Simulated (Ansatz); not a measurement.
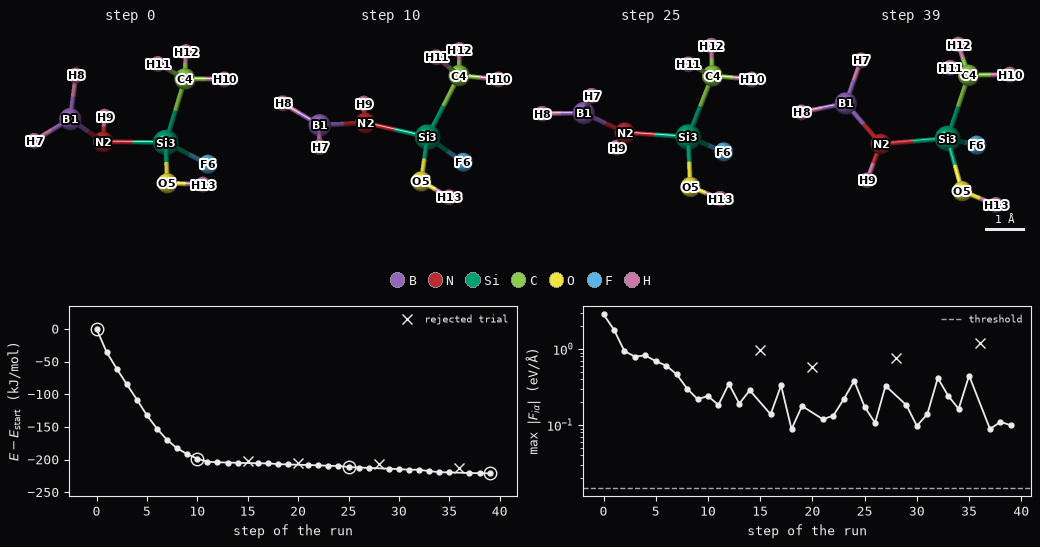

Frames of a relaxation of CH7BFNOSi, marked on the history of the run. Style: ball-and-stick. Shown face on.

The run prepares an end point of a later path (torsion) calculation, from a guessed geometry.

All numbers below come from RKS r2SCAN-D4/6-31G in Ansatz.

The input:
```yaml
crystal:
  periodic: [false, false, false]
  atoms:
    - { symbol: B, position_ang: [-1.7154, 0.5912, -1.0129] }
    - { symbol: "N", position_ang: [-0.296, 1.0246, -1.0391] }
    - { symbol: Si, position_ang: [0.4675, 0.3151, 0.3906] }
    - { symbol: C, position_ang: [-0.49757, 0.67437, 1.94549] }
    - { symbol: O, position_ang: [0.4441, -1.42348, 0.23175] }
    - { symbol: F, position_ang: [2.07231, 0.81274, 0.53321] }
    - { symbol: H, position_ang: [-2.1926, 0.0383, -1.9302] }
    - { symbol: H, position_ang: [-2.4296, 0.9898, -0.1429] }
    - { symbol: H, position_ang: [-0.2477, 2.0827, -0.889] }
    - { symbol: H, position_ang: [-0.00211, 0.25166, 2.83585] }
    - { symbol: H, position_ang: [-1.51432, 0.41925, 1.84863] }
    - { symbol: H, position_ang: [-0.44326, 1.82587, 2.08439] }
    - { symbol: H, position_ang: [0.96712, -1.7174, 0.98463] }
basis:
  gaussian: { orbitals: "6-31G" }
hamiltonian:
  xc: r2scan
  dispersion: d4
relax:
  f_tol: 0.015
  max_steps: 40
```

Launched with:
```bash
ansatz run input.yaml --threads 1 --pin off --max-ram 2048MiB --backend cpu --events-out ev --progress --plain --runs-dir out
```

**What happens along the run?**

The relaxation stopped without meeting its thresholds, so the last structure isn't shown to be converged. It used up its limit of 40 steps. After 35 accepted moves (39 points after the start) the energy has fallen by 221.1 kJ/mol. Largest force component: 2.9 eV/Å at the start, 0.1 eV/Å at the end. The line search rejected the trial steps at points 15, 20, 28, 36 of the run. The largest move after the best rigid fit is that of H7, 2.60 Å. By element the largest moves are H 2.60 Å, B 0.68 Å, N 0.64 Å, F 0.62 Å, O 0.54 Å, C 0.23 Å. Near-neighbour distances that change, for instance: B1–N2 1.484 → 1.410 Å, C4–H12 1.161 → 1.094 Å, N2–H9 1.070 → 1.017 Å, Si3–O5 1.746 → 1.703 Å. Bond angles that change, for instance: Si3–O5–H13 103.0° → 126.6°, B1–N2–Si3 106.3° → 126.2°, C4–Si3–O5 105.1° → 116.8°. From step 0 to 10: H8 moves most (1.79 Å), energy −198.5 kJ/mol. From step 10 to 25: H7 moves most (1.43 Å), energy −13.0 kJ/mol. From step 25 to 39: H7 moves most (1.65 Å), energy −9.65 kJ/mol.
